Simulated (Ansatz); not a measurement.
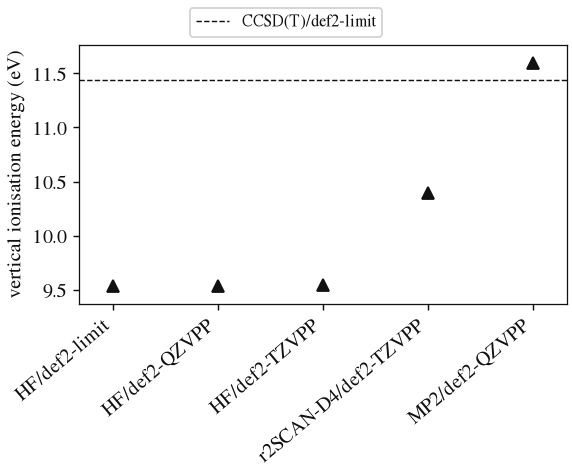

Vertical ionisation energy of MgHOCl, SMILES [OH][Mg][Cl], singlet, taken as the energy of the cation less that of the neutral at fixed geometry (unrestricted doublet cation, cores frozen in correlated methods, no spin-orbit coupling), the Ansatz code, at a PBE0-D4/def2-TZVP geometry (a minimum by its frequencies). Limit means an estimate of the basis limit from triple and quadruple zeta; for coupled cluster it is either extrapolated directly or built as the MP2 limit plus the step from MP2 in triple zeta. The distance of MP2/def2-QZVPP to the limit includes basis error.

Which level comes closest to the line (CCSD(T)/def2-limit), and which misses most?

Answer. Closest MP2/def2-QZVPP (11.60 eV), against 11.44 eV; farthest HF/def2-limit (9.54 eV).

Give the values.

Answer.
| level | eV | less CCSD(T)/def2-limit |
| --- | --- | --- |
| HF/def2-limit | 9.54 | −1.90 |
| HF/def2-QZVPP | 9.54 | −1.90 |
| HF/def2-TZVPP | 9.55 | −1.89 |
| r2SCAN-D4/def2-TZVPP | 10.40 | −1.04 |
| MP2/def2-QZVPP | 11.60 | 0.16 |
| CCSD(T)/def2-limit | 11.44 | 0.00 |

Caveats, for all or some of the runs: outer-core shells are correlated without core-valence functions, which makes the correlated values less sure.
